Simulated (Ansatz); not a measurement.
# CdH2 (model cell, started as CdI2 type): phonons and vibrational spectra, part 3 of 3

Wanted: phonon frequencies of CdH2 (model cell, started as CdI2 type) and what follows from them.

Ansatz 0.2.0; DFT PBEsol, scalar-relativistic, plane waves, PAW.

So far. Step 5 (Tight relaxation): The largest force component left is 0.20 meV/Å and the pressure is 0.002 GPa, within the tolerances set. The cell now holds 12.28 Å³/atom. Step 6 (Linear response at the zone centre): Before it was imposed, the acoustic sum rule was missed by 3.8e-5 eV/Å² and the charge sum rule by 0.0032 e. Small misses are needed for a sound result but don't prove that mesh and cutoff are converged. The relaxed cell has a = 3.103, c = 4.416 Å (conventional setting).

The structure was built from a prototype and need not be the compound's stable phase.

## 7. Response at finite wavevector

Stability and thermal properties need the whole zone. Linear response on a 3×3×2 q mesh gives force constants as far as a supercell of that size would, and the tensors from the zone-centre run are typed in so that the long-range dipole term is interpolated apart.

Input file input.yaml:

```yaml
crystal:
  lattice:
    - [3.1034231172, 0.0, 0.0]
    - [-1.5517115586, 2.6876432582, 0.0]
    - [0.0, 0.0, 4.4155095098]
  atoms:
    - { symbol: Cd, position: [0.0, 0.0, 0.0] }
    - { symbol: H, position: [0.3333333333, 0.6666666667, 0.2331933751] }
    - { symbol: H, position: [0.6666666667, 0.3333333333, 0.7668066249] }
kpoints:
  mp_grid: { grid: [9, 9, 6] }
hamiltonian:
  xc: pbesol
scf:
  occupations: { method: fixed }
output:
  eigenvalues: true
phonons:
  method: dfpt
  qmesh: [3, 3, 2]
  temperatures: { t_max: 1000, t_step: 50 }
  qpath:
    path:
      - [[0.0, 0.0, 0.0], [0.5, 0.0, 0.0], [0.33333333, 0.33333333, 0.0], [0.0, 0.0, 0.0], [0.0, 0.0, 0.5], [0.5, 0.0, 0.5], [0.33333333, 0.33333333, 0.5], [0.0, 0.0, 0.5]]
      - [[0.5, 0.0, 0.5], [0.5, 0.0, 0.0]]
      - [[0.33333333, 0.33333333, 0.5], [0.33333333, 0.33333333, 0.0]]
    npoints: 10
  non_analytic_term:
    high_frequency_dielectric_tensor: [[9.5411, 0.0, 0.0], [0.0, 9.5411, 0.0], [0.0, 0.0, 3.9592]]
    born_effective_charges:
      - { species: Cd, tensor: [[2.7103, 0.0, 0.0], [0.0, 2.7103, 0.0], [0.0, 0.0, 0.9292]] }
      - { species: H, tensor: [[-1.3552, 0.0, 0.0], [0.0, -1.3552, 0.0], [0.0, 0.0, -0.4646]] }
      - { species: H, tensor: [[-1.3552, 0.0, 0.0], [0.0, -1.3552, 0.0], [0.0, 0.0, -0.4646]] }
    source: "zone-centre run at this cell"
```

On the command line:

```console
ansatz run input.yaml --threads 4 --pin off --max-ram 7168MiB --backend cpu --events-out ev --progress --plain --runs-dir out
```

Numbers of over 12 decimals in the logs are rounded to 6 here.

Output:

```text
Warning: phonons: the dynamical matrix that this run interpolates holds no multipole term above the dipole-dipole one, and a site of this crystal is no centre of inversion, so its interpolated transverse optical and acoustic branches and sound speeds can stay off near Gamma, and the density of states and the thermodynamics with them. What a run solves at a wave vector of phonons.qpoints, Gamma apart, where the deck admits one, is free of this, and under fd what a larger phonons.supercell samples
[...]
Crystal: 3 atoms, lattice volume = 36.829 Å³
Basis set: ecut = 420 eV, 699 PW (Γ), exchange–correlation on 48×48×60 points (8 copies of the dense FFT grid, shifted against one another)
Bands: 15, of which v1, the nominal top of the filled ones, is band 11 counted from 1 (10 counted from 0)
Symmetry: 12 space group operations
k-points: 62 of 486
[...]
SCF iter   1: F=—  HF=-8214.195428 eV  |F-HF|=—  |Δ(HF+E_count)|=         —  Δρ=9.91e-3  dr2=2.52e-2  ethr=1.77e-3  ⟨swp⟩=4.5  Hψ=3856  notcnv=0  defer=114
[...]
SCF iter   7: F=-8214.187252 eV  HF=-8214.187252 eV  |F-HF|=2.18e-11  |Δ(HF+E_count)|=   4.63e-9  Δρ=2.12e-7  dr2=9.28e-12  ethr=1.00e-12  ⟨swp⟩=6.0  Hψ=5208  notcnv=0
SCF 1 converged in 7 iterations: F = -8214.187252 eV  dr2 = 9.28e-12
[...]
DFPT response loops at q = (0, 0, 0) (fractional): preconditioner auto → Resta (q_TF=auto, 2.504 Å⁻¹)  ε∞=7.5 (no band partly filled); β = 1.00, the filter's whole step (`scf.mixing.beta` (0.50) is not read by the response loops at its default; to damp them type it under 1.00, their step now; it binds the ground state too); Broyden in place of MSR1
[...]
SCF converged after 7 iterations
Free energy (F): -8214.187252 eV
[...]
Internal energy: -8214.187252 eV  (E = F + TS)
E sigma→0 (E₀):  -8214.187252 eV
Fermi energy:    6.801969 eV
[...]
--- Band table (eV; the first three rows and the last of 62) ---
  k-point 0: bands = [... 7 lower, -0.7878, -0.7878, -0.7516, 4.4128, 11.4966, 16.8249, 18.2767, 21.2738]
  k-point 1: bands = [... 7 lower, -0.7898, -0.7898, -0.6284, 3.8932, 12.2318, 16.8842, 18.2557, 21.4339]
  k-point 2: bands = [... 7 lower, -0.7938, -0.7938, -0.2986, 2.9176, 13.7404, 16.5828, 18.8548, 21.7991]
  k-point 61: bands = [... 7 lower, -1.1662, -0.7984, 5.5335, 5.5335, 8.7202, 11.5849, 11.7289, 11.7289]
--- Phonons (Γ-DFPT): 4 representative perturbations + reference (Σ response iterations 16) ---
  ASR residual: 4.072e-5 → 0.000e0 eV/Å²; symmetrization residual: 6.382e-7 eV/Å²
  ASR residual per site (eV/Å²): 4.07e-5 2.82e-5 2.82e-5
  Γ frequencies (cm⁻¹): 0.00 0.00 0.00 345.42 345.42 758.24 840.33 840.33 980.35
--- Phonons (arbitrary-q DFPT): 6 irreducible q on the 3×3×2 mesh ---
  q = [0.0000, 0.0000, 0.0000] (star 1, of the zone-centre solve; hermiticity 3.05e-7, symmetrization 4.78e-12): -0.00 0.00 0.00 345.42 345.42 758.24 840.33 840.33 980.35
  q = [0.0000, 0.0000, -0.5000] (star 1, 4 solved perturbations in 404 linear systems a pass and spin channel, the states on 140 of 486 k-point pairs; hermiticity 3.00e-7, symmetrization 3.29e-12): 19.59 19.59 34.60 405.90 405.90 836.08 836.08 862.91 975.18
  q = [0.0000, 0.3333, 0.0000] (star 6, 6 solved perturbations on 270 of 486 k-point pairs; hermiticity 1.44e-7, symmetrization 1.35e-12): 23.64 36.57 130.43 229.99 650.48 813.51 882.01 942.59 962.65
[...]
sum rule: each row above includes the acoustic sum rule's correction from the zone centre's row sums; it moved no ω² by more than (2.76 cm⁻¹)²
  mesh force constants: q→R imaginary residual 1.50e-16; ASR residual 4.072e-5 → 0.000e0 eV/Å²; symmetrization residual 2.665e-15 eV/Å²
  interpolated dispersion: 94 rows × 9 modes
  density of states and harmonic sums: on the 24×24×14 q-mesh, interpolated from the force constants of a 3×3×2 supercell (with the dipole–dipole term of supplied tensors)
  largest difference from the sums on the solved wave vectors: F 1.83e-2 eV, S 1.91e-5 and C_V 1.20e-5 eV/K
  zero-point energy: 0.294315 eV/cell   skipped modes (ω ≤ 0): 293, of them read as no rigid motion or as one in doubt: 290 (4.034e-1 modes/cell left out, lowest -40.29 cm⁻¹)   left out of the sums: 4.49e-2 of the cell's modes: C_V's classical limit lies that fraction below 3 k_B per atom; for a crystal, a wire or a layer, F and S can be off by more, and a phonons.interpolated_qmesh denser along its periods is the remedy for the sampling
```

The job ended after 39 s (4 threads of Intel Xeon 6975P-C (Granite Rapids), shared host; peak memory 0.71 GiB).

Numbers from this step:

- sum-rule residual before enforcement: 4.07e-5 eV/Å²
- lowest frequency on the path: -40.29 cm⁻¹
- highest frequency on the path or at a solved wavevector: 998.5 cm⁻¹
- lowest mode on the q mesh (acoustic modes at Γ apart): -40.29 cm⁻¹

Frequencies (cm⁻¹) solved at each irreducible wavevector; negative means imaginary. Frequencies by wavevector, by row:

| q in reciprocal lattice units | star | mode 1 | mode 2 | mode 3 | mode 4 | mode 5 | mode 6 | mode 7 | mode 8 | mode 9 |
| --- | --- | --- | --- | --- | --- | --- | --- | --- | --- | --- |
| 0 0 0 | 1 | 0 | 0 | 0 | 345.4 | 345.4 | 758.2 | 840.3 | 840.3 | 980.4 |
| 0 0 -0.5 | 1 | 19.6 | 19.6 | 34.6 | 405.9 | 405.9 | 836.1 | 836.1 | 862.9 | 975.2 |
| 0 0.3333 0 | 6 | 23.6 | 36.6 | 130.4 | 230 | 650.5 | 813.5 | 882 | 942.6 | 962.6 |
| 0 0.3333 -0.5 | 6 | 37.3 | 42.5 | 128.6 | 293 | 623.3 | 799.2 | 869.2 | 947.9 | 964 |
| 0.3333 0.3333 0 | 2 | -40.3 | 110.3 | 110.3 | 560.5 | 560.5 | 777.3 | 932.7 | 932.7 | 998.5 |
| 0.3333 0.3333 -0.5 | 2 | -35 | 108.2 | 108.2 | 479.2 | 479.2 | 775.9 | 948.4 | 948.4 | 989.7 |

Interpolated from a 3×3×2 q mesh, rough between the solved points, with the LO-TO term (at Γ the limit along the path; where Γ stands inside the path, tables give the limit on arrival). The phonon branches at the labelled points (cm⁻¹):

| point | branch 1 | branch 2 | branch 3 | branch 4 | branch 5 | branch 6 | branch 7 | branch 8 | branch 9 |
| --- | --- | --- | --- | --- | --- | --- | --- | --- | --- |
| Γ | 0 | 0 | 0 | 345 | 758 | 799 | 840 | 840 | 980 |
| M | -21 | 61 | 142 | 194 | 691 | 779 | 914 | 942 | 974 |
| K | -40 | 110 | 110 | 560 | 560 | 777 | 933 | 933 | 998 |
| Γ | 0 | 0 | 0 | 345 | 758 | 799 | 840 | 840 | 980 |
| A | 20 | 20 | 35 | 406 | 406 | 836 | 836 | 863 | 975 |
| L | 20 | 63 | 139 | 252 | 635 | 780 | 898 | 945 | 974 |
| H | -35 | 108 | 108 | 479 | 479 | 776 | 948 | 948 | 990 |
| A | 20 | 20 | 35 | 406 | 406 | 836 | 836 | 863 | 975 |
| jump to L | 20 | 63 | 139 | 252 | 635 | 780 | 898 | 945 | 974 |
| M | -21 | 61 | 142 | 194 | 691 | 779 | 914 | 942 | 974 |
| jump to H | -35 | 108 | 108 | 479 | 479 | 776 | 948 | 948 | 990 |
| K | -40 | 110 | 110 | 560 | 560 | 777 | 933 | 933 | 998 |

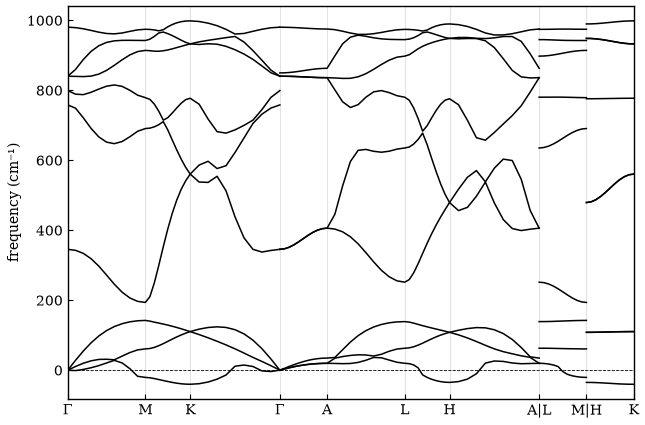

Phonon branches along the path.

The phonon density of states has structure finer than the step of the table below, so its rows give means over 50 cm⁻¹, whole bins alone (the curve runs from -45 to 1005 cm⁻¹). Peaks (cm⁻¹: height): -25.0: 0.0139, 15.0: 0.0268, 125.0: 0.0391, 645.0: 0.0136, 965.0: 0.0576.

Tetrahedra on a 24×24×14 mesh, mean over bins of 10 cm-1. Interpolated from a 3×3×2 q mesh, rough between the solved points. Table of phonon density of states by wavenumber; means over each step:

| wavenumber (cm⁻¹) | phonon density of states (1/cm⁻¹/cell) |
| --- | --- |
| 0 | 0.0142 |
| 50 | 0.0183 |
| 100 | 0.0159 |
| 150 | 0.00809 |
| 200 | 3.7e-4 |
| 250 | 0.00209 |
| 300 | 0.00317 |
| 350 | 0.00491 |
| 400 | 0.00414 |
| 450 | 0.00308 |
| 500 | 0.00243 |
| 550 | 0.00161 |
| 600 | 0.00553 |
| 650 | 0.0116 |
| 700 | 0.00910 |
| 750 | 0.00826 |
| 800 | 0.00366 |
| 850 | 0.00427 |
| 900 | 0.0124 |
| 950 | 0.0369 |

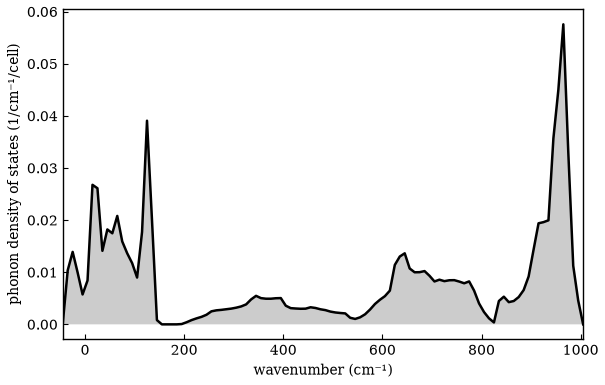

Phonon density of states against wavenumber.

The partial phonon density of states has structure finer than the step of the table below, so its rows give means over 50 cm⁻¹, whole bins alone (the curve runs from -50.3 to 1038 cm⁻¹). Peaks (cm⁻¹: height): Cd -22.9: 0.0125, 18.2: 0.0248, 127.7: 0.0276; H 634.5: 0.0126, 963.1: 0.0493.

Phonopy on the run's constants, 21x21x13 mesh, Gaussian sigma 7.8 cm-1. Interpolated from a 3×3×2 q mesh, rough between the solved points. Partial phonon density of states against wavenumber; means over each step; values in 1/cm⁻¹/cell:

| wavenumber (cm⁻¹) | Cd | H |
| --- | --- | --- |
| 0 | 0.0136 | 9.6e-5 |
| 50 | 0.0183 | 1.7e-4 |
| 100 | 0.0161 | 1.7e-4 |
| 150 | 0.00782 | 1.4e-4 |
| 200 | 4.8e-6 | 4.3e-4 |
| 250 | 3.8e-5 | 0.00212 |
| 300 | 6.0e-5 | 0.00320 |
| 350 | 7.2e-5 | 0.00473 |
| 400 | 4.6e-5 | 0.00386 |
| 450 | 2.8e-5 | 0.00308 |
| 500 | 2.0e-5 | 0.00246 |
| 550 | 1.1e-5 | 0.00185 |
| 600 | 2.5e-5 | 0.00538 |
| 650 | 5.4e-5 | 0.0115 |
| 700 | 3.5e-5 | 0.00899 |
| 750 | 3.2e-5 | 0.00801 |
| 800 | 1.5e-5 | 0.00390 |
| 850 | 5.9e-6 | 0.00437 |
| 900 | 2.4e-5 | 0.0123 |
| 950 | 8.3e-5 | 0.0359 |
| 1000 | 9.8e-6 | 0.00739 |

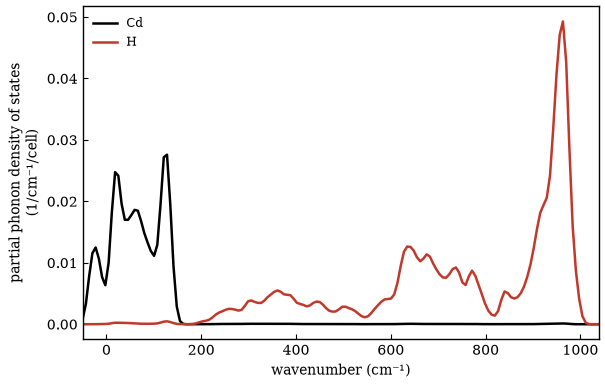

Partial phonon density of states, plotted against wavenumber.

Symmetry leaves 6 wavevectors to solve. The lowest mode among them, the acoustic zeros apart, lies at q = (0.333, 0.333, 0) and is imaginary, 40.3i cm⁻¹, so the energy falls along it.

## 8. Isotope substitution, element Cd, natural mass 112.414 amu

An isotope changes the mass and not the force constants, so no new electronic calculation is needed; the shifts show which modes move this element.

The same force constants with the mass of Cd changed from 112.414 to 115.905 u (phonopy, no LO-TO term). Both lists are sorted by frequency; levels can cross, so a row need not hold one and the same mode. Modes under 3 cm⁻¹ are left out. Isotope shifts, by row:

| q | rank | natural mass (cm⁻¹) | changed mass (cm⁻¹) |
| --- | --- | --- | --- |
| 0 0 0 | 4 | 345.4 | 345.3 |
| 0 0 0 | 5 | 345.4 | 345.3 |
| 0 0 0 | 6 | 758.2 | 758 |
| 0 0 0 | 7 | 840.3 | 840.3 |
| 0 0 0 | 8 | 840.3 | 840.3 |
| 0 0 0 | 9 | 980.4 | 980.4 |
| 0 0 -0.5 | 1 | 19.59 | 19.29 |
| 0 0 -0.5 | 2 | 19.59 | 19.29 |
| 0 0 -0.5 | 3 | 34.6 | 34.08 |
| 0 0 -0.5 | 4 | 405.9 | 405.8 |
| 0 0 -0.5 | 5 | 405.9 | 405.8 |
| 0 0 -0.5 | 6 | 836.1 | 836.1 |
| 0 0 -0.5 | 7 | 836.1 | 836.1 |
| 0 0 -0.5 | 8 | 862.9 | 862.7 |
| 0 0 -0.5 | 9 | 975.2 | 975.2 |
| 0 0.3333 0 | 1 | 23.64 | 23.29 |
| 0 0.3333 0 | 2 | 36.57 | 36.03 |
| 0 0.3333 0 | 3 | 130.4 | 128.5 |
| 0 0.3333 0 | 4 | 230 | 229.9 |
| 0 0.3333 0 | 5 | 650.5 | 650.4 |
| 0 0.3333 0 | 6 | 813.5 | 813.5 |
| 0 0.3333 0 | 7 | 882 | 882 |
| 0 0.3333 0 | 8 | 942.6 | 942.6 |
| 0 0.3333 0 | 9 | 962.6 | 962.6 |
| 0 0.3333 -0.5 | 1 | 37.28 | 36.72 |
| 0 0.3333 -0.5 | 2 | 42.46 | 41.83 |
| 0 0.3333 -0.5 | 3 | 128.6 | 126.6 |
| 0 0.3333 -0.5 | 4 | 293 | 293 |
| 0 0.3333 -0.5 | 5 | 623.3 | 623.2 |
| 0 0.3333 -0.5 | 6 | 799.2 | 799.2 |
| 0 0.3333 -0.5 | 7 | 869.2 | 869.2 |
| 0 0.3333 -0.5 | 8 | 947.9 | 947.9 |
| 0 0.3333 -0.5 | 9 | 964 | 964 |

A mode of this element alone would shift by -1.52 %. The highest zone-centre frequency without the field goes from 980.4 to 980.4 cm⁻¹ (+0.0 %). The product of the frequency ratios over all optical modes at Γ is 0.999; the product rule, (m/m′)^(3k/2) (M′/M)^(3/2) with k = 1 such atoms and M the mass of the cell, gives 0.999.

## 9. Another isotope, element H, natural mass 1.008 amu

The same for H, from 1.01 to 2.01 u.

A mode of this element alone would shift by -29.26 %. The highest zone-centre frequency without the field goes from 980.4 to 693.5 cm⁻¹ (-29.3 %). The product of the frequency ratios over all optical modes at Γ is 0.129; the product rule, (m/m′)^(3k/2) (M′/M)^(3/2) with k = 2 such atoms and M the mass of the cell, gives 0.129.

## 10. Outcome

```yaml
space_group_after_relaxation_within_0p01_a: P-3m1
volume_per_atom: 12.3 Å³
gap_on_the_k_mesh: 1.07 eV
highest_optical_mode_at_the_zone_centre_no_lo_to_term: 980 cm⁻¹
top_of_the_zone_centre_spectrum_with_the_field: 980 cm⁻¹
lowest_optical_zone_centre_mode: 345 cm⁻¹
mean_high_frequency_dielectric_constant: 7.68
mean_static_dielectric_constant: 35.7
largest_born_charge_third_of_the_trace: 2.12 e
lowest_mode_on_the_q_mesh_acoustic_modes_at_gamma_apart: -40.3 cm⁻¹
highest_frequency_on_the_path_or_at_a_solved_wavevector: 999 cm⁻¹
imaginary_modes_on_the_3x3x2_q_mesh: yes
```

What this shows: Modes are clearly imaginary (beyond 10i cm⁻¹) at 2 of the 6 irreducible wavevectors, most at q = (0.333, 0.333, 0) (40.3i cm⁻¹), so this structure is not a minimum of the energy. Without the field, the optical modes at Γ span 345 to 980 cm⁻¹. The highest mode in this list at Γ, 980.4 cm⁻¹, is mostly motion of H (100 % of the kinetic energy). The macroscopic field leaves the top of the zone-centre spectrum where it is. Lattice motion raises the mean dielectric constant from 7.680 to 35.71. The strongest infrared line is at 345 cm⁻¹. Averaged over orientations, the strongest Raman line at 532 nm and 300 K is at 840 cm⁻¹. The tensors are the static, non-resonant ones, while 532 nm light (2.33 eV) lies above the computed gap. With the field response the log warns that the k mesh is coarse for the force constants too, so the frequencies may not be converged. The q mesh stands for a supercell only 8.8 Å across, so branches between the solved wavevectors are rough. The program warns that the interpolation holds no quadrupole term, so branches close to Γ can be off in this crystal. The starting cell was built on a prototype and not taken from a measurement, so the phase need not exist. These are harmonic frequencies at zero temperature: anharmonic shifts, linewidths and thermal expansion are left out.

[Logs are printed without paths, hosts, clocks, repeated set-up lines and the standing remarks that a program may print on its own settings, such as how far it seeks lower states.]

[Hosts, paths, dates, database ids (printed as entryN), source tags and the programs' standing remarks are cut or masked in the printed files.]
